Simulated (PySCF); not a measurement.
CH5InO: frequency calculation (part 4 of 4)

The same run, continued: CH5InO; HF/STO-3G, RHF, dispersion D3(BJ), IEF-PCM solvent benzene (PySCF 2.14.0). The geometry was optimised with HF/STO-3G symmetrised.

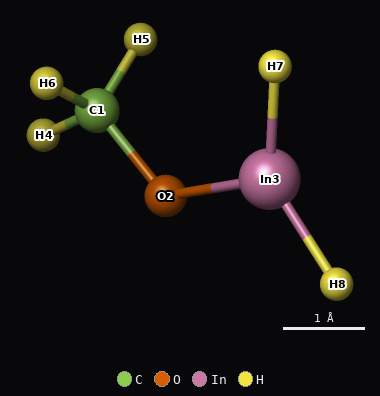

Figure 1. The structure as given in the input (ball-and-stick view, seen at a tilt; atoms are numbered from 1 in the order of the input). Sticks mark near contacts.

### Output, continued
```
       0   C                 0.01 -0.01  0.00   -0.09  0.04 -0.08    0.10 -0.07 -0.01
       1   O                -0.00 -0.02 -0.04    0.07  0.08  0.07   -0.09 -0.02  0.09
       2  In                -0.00  0.00  0.00    0.00 -0.02  0.00   -0.00  0.01 -0.01
       3   H                -0.08  0.18  0.49   -0.14 -0.11 -0.14    0.19 -0.00 -0.19
       4   H                -0.37 -0.06 -0.32   -0.10  0.03 -0.09    0.23 -0.21  0.08
       5   H                 0.51 -0.13 -0.13   -0.17  0.19 -0.16    0.05 -0.04 -0.01
       6   H                -0.06  0.11  0.28    0.01 -0.04  0.40   -0.13  0.25  0.26
       7   H                 0.06 -0.07 -0.21   -0.08 -0.11 -0.42    0.22 -0.14 -0.35
Mode                                 3                   4                   5
Irrep
Freq [cm^-1]                      507.0009            551.2020            667.4270
Reduced mass [au]                   1.4042              3.8262              1.0518
Force const [Dyne/A]                0.2127              0.6849              0.2761
Char temp [K]                     729.4614            793.0569            960.2789
Normal mode                   x     y     z       x     y     z       x     y     z
       0   C                -0.02  0.08 -0.03    0.02 -0.07  0.03    0.00 -0.00 -0.00
       1   O                -0.04  0.07 -0.03    0.18 -0.04  0.05    0.01 -0.01 -0.03
       2  In                 0.01 -0.02  0.01   -0.03  0.01 -0.01   -0.00  0.00  0.02
       3   H                -0.03  0.08 -0.03   -0.04 -0.18  0.06   -0.00  0.00  0.01
       4   H                -0.03  0.09 -0.03   -0.02 -0.01 -0.00   -0.01  0.00 -0.01
       5   H                -0.03  0.09 -0.04   -0.02 -0.01 -0.00    0.01 -0.01 -0.00
       6   H                -0.23  0.51 -0.21   -0.08  0.21 -0.08    0.12 -0.21 -0.64
       7   H                 0.53 -0.09  0.13    0.33 -0.06  0.08    0.13 -0.21 -0.65
Mode                                 6                   7                   8
Irrep
Freq [cm^-1]                      803.1095           1323.3696           1349.5735
Reduced mass [au]                   1.0273              1.2642              1.9283
Force const [Dyne/A]                0.3904              1.3045              2.0692
Char temp [K]                    1155.4957           1904.0343           1941.7358
Normal mode                   x     y     z       x     y     z       x     y     z
       0   C                 0.00 -0.02  0.01    0.00  0.03  0.12    0.11  0.10 -0.03
       1   O                 0.02 -0.00  0.01   -0.00 -0.02 -0.05   -0.04 -0.11  0.04
       2  In                 0.01 -0.00  0.00    0.00  0.00 -0.00   -0.00  0.00 -0.00
       3   H                -0.00 -0.02  0.01    0.01 -0.19 -0.18   -0.14 -0.34  0.14
       4   H                -0.00 -0.01  0.01   -0.09 -0.51 -0.02   -0.11  0.43 -0.17
       5   H                 0.00 -0.01  0.00    0.08  0.56 -0.34   -0.15  0.27 -0.06
       6   H                -0.32  0.57 -0.25   -0.00 -0.00  0.00   -0.01  0.01 -0.00
       7   H                -0.65  0.17 -0.18   -0.01  0.00  0.01   -0.04 -0.01 -0.01
Mode                                 9                  10                  11
Irrep
Freq [cm^-1]                     1354.3893           1798.5786           1848.8391
Reduced mass [au]                   2.3679              1.1996              1.0509
Force const [Dyne/A]                2.5592              2.2864              2.1165
Char temp [K]                    1948.6647           2587.7542           2660.0679
Normal mode                   x     y     z       x     y     z       x     y     z
       0   C                 0.07 -0.13  0.04   -0.01 -0.12  0.03   -0.05  0.01  0.04
       1   O                -0.04  0.13 -0.04    0.00  0.00  0.00   -0.00  0.00  0.00
       2  In                 0.00 -0.00  0.00   -0.00  0.00 -0.00    0.00  0.00  0.00
       3   H                -0.15 -0.51  0.18    0.27  0.46 -0.06   -0.01 -0.33 -0.48
       4   H                -0.11  0.13 -0.08   -0.11  0.50  0.01    0.01  0.39  0.11
       5   H                -0.15  0.02  0.02   -0.08  0.38 -0.33    0.63 -0.18 -0.13
       6   H                 0.00 -0.02  0.01    0.01 -0.00  0.00   -0.00 -0.01 -0.00
       7   H                 0.02  0.00 -0.00    0.00 -0.01  0.01   -0.00 -0.00  0.00
Mode                                12                  13                  14
Irrep
Freq [cm^-1]                     1856.1945           1946.9591           2043.7158
Reduced mass [au]                   1.0536              1.0205              1.0102
Force const [Dyne/A]                2.1389              2.2791              2.4859
Char temp [K]                    2670.6506           2801.2407           2940.4521
Normal mode                   x     y     z       x     y     z       x     y     z
       0   C                -0.04 -0.01 -0.05   -0.00  0.00 -0.00    0.00 -0.00  0.00
       1   O                -0.00 -0.00 -0.00    0.00  0.00 -0.00    0.00 -0.00  0.00
       2  In                 0.00  0.00 -0.00    0.01  0.01 -0.00    0.00 -0.00  0.00
       3   H                -0.23 -0.07  0.47    0.00  0.01 -0.00    0.01  0.01 -0.00
       4   H                 0.55  0.04  0.45   -0.00 -0.01 -0.00   -0.00  0.01 -0.00
       5   H                 0.20  0.18 -0.30   -0.00 -0.00  0.00   -0.00  0.01 -0.01
       6   H                -0.00 -0.00  0.00   -0.65 -0.29 -0.03   -0.60 -0.35 -0.00
       7   H                -0.00 -0.00  0.00   -0.14 -0.65  0.19    0.22  0.65 -0.17
Mode                                15                  16                  17
Irrep
Freq [cm^-1]                     3475.7209           3627.7621           3680.9209
Reduced mass [au]                   1.0412              1.1019              1.1052
Force const [Dyne/A]                7.4110              8.5441              8.8228
Char temp [K]                    5000.7885           5219.5420           5296.0256
Normal mode                   x     y     z       x     y     z       x     y     z
       0   C                -0.02 -0.04  0.03    0.07 -0.03 -0.04    0.05  0.02  0.07
       1   O                -0.00 -0.00  0.00   -0.00 -0.00  0.00   -0.00 -0.00 -0.00
       2  In                -0.00  0.00 -0.00   -0.00  0.00  0.00   -0.00  0.00 -0.00
       3   H                -0.42  0.18 -0.14   -0.58  0.25 -0.21   -0.43  0.19 -0.14
       4   H                 0.47  0.06 -0.57   -0.38 -0.05  0.46    0.08  0.01 -0.09
       5   H                 0.14  0.25  0.31    0.12  0.19  0.23   -0.27 -0.47 -0.59
       6   H                 0.00 -0.00  0.00    0.00 -0.00  0.00    0.00 -0.00  0.00
       7   H                 0.00  0.00 -0.00   -0.00  0.00 -0.00   -0.00  0.00  0.00
temperature 298.1500 [K]
pressure 101325.00 [Pa]
Rotational constants [GHz] 35.16195 3.36352 3.12892
Symmetry number 1
Zero-point energy (ZPE) 0.06226 [Eh]   163453.279 [J/mol]
                           tot       elec      trans        rot        vib
Entropy [J/mol/K]       320.937      0.000    171.058    101.578     48.301
Cv [J/mol/K]             66.592      0.000     12.472     12.472     41.649
Cp [J/mol/K]             74.907      0.000     20.786     12.472     41.649
Internal energy [J/mol]                      3718.434   3718.434 170151.276
Internal energy [Eh]   -5797.01273  -5797.08037
Enthalpy [J/mol]                             6197.391   3718.434 170151.276
Enthalpy [Eh]          -5797.01178
Gibbs free energy [J/mol]                  -44803.664 -26566.992 155750.374
Gibbs free energy [Eh] -5797.04823
```

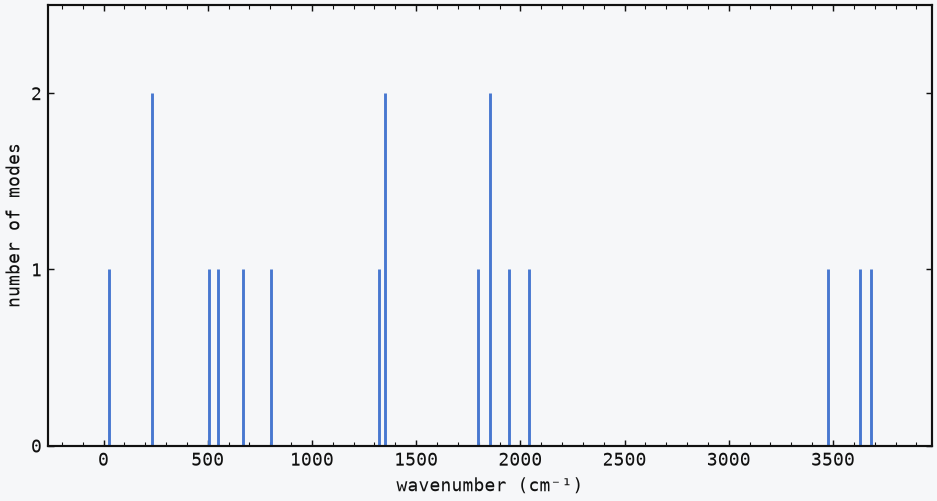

Figure 2. Harmonic vibrational wavenumbers from the force constants; neighbouring modes closer than 17 cm⁻¹ are counted in one stick. 18 modes from 27 to 3681 cm⁻¹, none imaginary.

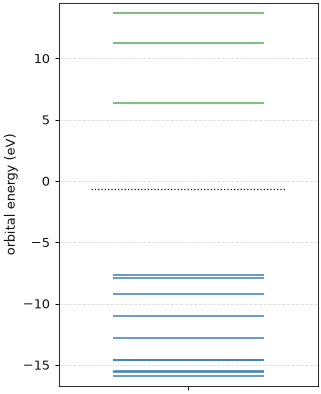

Figure 3. Orbital energies near the frontier; the dotted line parts filled from empty levels, and levels within 0.02 eV of each other stand side by side. Highest filled −7.65 eV, lowest empty 6.33 eV, 13.98 eV apart.

This output came from the following input.

### Input (calc.py)
```python
from pyscf import gto, solvent, symm
from pyscf.hessian import thermo

mol = gto.M(
    atom='geometry.xyz',
    spin=0,
    basis='sto-3g',
    max_memory=1860,
    verbose=4,
)

mf = mol.RHF()
mf = mf.PCM()
mf.with_solvent.method = 'IEF-PCM'
mf.with_solvent.eps = 2.2706
mf.disp = 'd3bj'
mf.kernel()

e_tot = mf.e_tot
print(f'total energy: {e_tot:.8f} hartree')
hess = mf.Hessian().kernel()
modes = thermo.harmonic_analysis(mol, hess)
thermo.dump_normal_mode(mol, modes)
symm.geom.TOLERANCE = 1e-3  # for the symmetry number
th = thermo.thermo(mf, modes['freq_au'], 298.15, 101325)
thermo.dump_thermo(mol, th)
```

### File geometry.xyz
```
8
CH5InO
C     -1.016652     2.009460    -0.860804
O     -1.190648     0.667844    -0.450946
In     0.284473    -0.353778     0.172069
H     -1.972896     2.429937    -1.190916
H     -0.318022     2.117267    -1.705634
H     -0.645035     2.659410    -0.067916
H      1.685679     0.363690     0.205840
H     -0.140888    -1.815988     0.573144
```

Run as:
```bash
OMP_NUM_THREADS=1 python calc.py
```

### Summary

```json
{"quantity": "outcome", "value": "converged"}
{"quantity": "total energy", "value": "−5797.080367 hartree"}
{"quantity": "dispersion energy", "value": "−0.036733 hartree"}
{"quantity": "solvation energy", "value": "−0.004605 hartree"}
{"quantity": "basis functions", "value": "42"}
{"quantity": "HOMO", "value": "−7.65 eV"}
{"quantity": "LUMO", "value": "6.33 eV"}
{"quantity": "zero-point energy", "value": "0.062256 hartree"}
{"quantity": "dipole moment", "value": "1.44 D"}
{"quantity": "wavenumbers, lowest and highest", "value": "27 and 3681 cm⁻¹"}
{"quantity": "hardware", "value": "1 thread of Arm Neoverse V2, 24 GiB of memory available, shared host"}
{"quantity": "wall time", "value": "60 s"}
{"quantity": "peak memory", "value": "0.91 GiB"}
```

The record of the run, not the program, notes: no relativistic term for heavy atoms.
